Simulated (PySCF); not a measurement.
C₄H₉O₂Si (doublet)

Input

```
{"job": {"kind": "epr", "basis": "pcH-1"}, "charge": 0, "multiplicity": 2}
C     -1.851403     0.983537     0.867125
C     -1.896659    -0.458988     0.575973
C     -0.832431    -0.893135    -0.439475
C      0.533082    -0.700399     0.174212
O      0.953695    -1.338924     1.102627
O      1.238276     0.266844    -0.392559
Si     2.745908     0.693965     0.170626
H     -2.517597     1.402008     1.595574
H     -1.146202     1.625816     0.379421
H     -1.753755    -1.037060     1.500682
H     -2.891805    -0.741944     0.200726
H     -0.958835    -1.952099    -0.671365
H     -0.910097    -0.304374    -1.353012
H      3.646123    -0.443474     0.030151
H      3.007367     1.772804    -0.771942
H      2.626736     1.134368     1.554790
```

Command:

```sh
OMP_NUM_THREADS=1 python probes_run.py task.json out
```

Geometry: GFN2-xTB.

These are results of PySCF 2.14.0, density-fitted response routines, UKS B3LYP, pcH-1 on C H O Si, non-relativistic, mean-field spin-orbit, GIAO, not measurements.

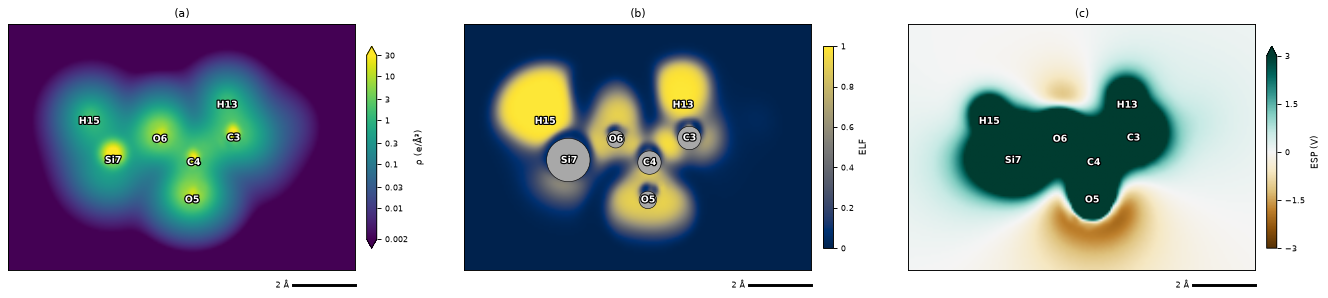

Figure 1. (a) electron density; (b) electron localisation function; (c) molecular electrostatic potential on the plane of atoms O6, Si7 and H15. Grey discs cover the atomic cores in the ELF map.

> Read the bonding off the picture.

The plane passes through C, O, Si and H nuclei.
C–O (1.20 Å): ρ at the midpoint is about 4.4 e/Å³; the ELF is about 0.70 at the midpoint.
Si–O (1.67 Å): ρ at the midpoint is about 0.73 e/Å³; the ELF peaks at about 0.85 between the atoms: a shared but strongly polarised pair.
C–H (1.09 Å): ρ is about 2.8 e/Å³ halfway; the ELF climbs to about 1 towards the hydrogen, as it does in any bond to H.
C–O (1.32 Å): the density is about 1.7 e/Å³ at the midpoint; the ELF peaks at about 0.85 between the atoms; a polar covalent bond.
C–C (1.51 Å): the density is about 1.5 e/Å³ at the midpoint; the ELF peaks at about 0.95 between the atoms; a covalent bond.
The ELF also peaks beside O5 and O6, away from the bonds: non-bonding electrons, paired or unpaired.
Outside the dense part of the molecule the potential is most negative (−2.1 V) near O5.

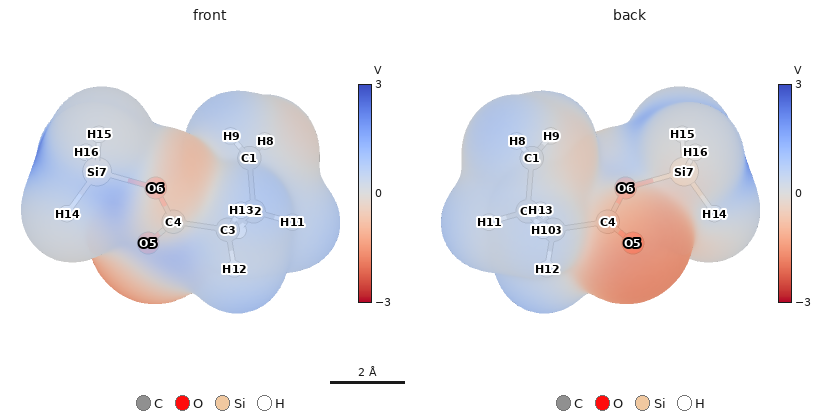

Figure 2. The molecular electrostatic potential painted on the density surface at 0.002 e/bohr³, seen from the front and from behind; red is negative and blue positive.

> Where is the surface potential most negative and most positive?

The most negative region (about −1.7 V, or −39 kcal/mol for a unit charge) lies over O5, the most positive (about +1.9 V, or +44 kcal/mol for a unit charge) over Si7. O5 is the likeliest acceptor of a hydrogen bond.
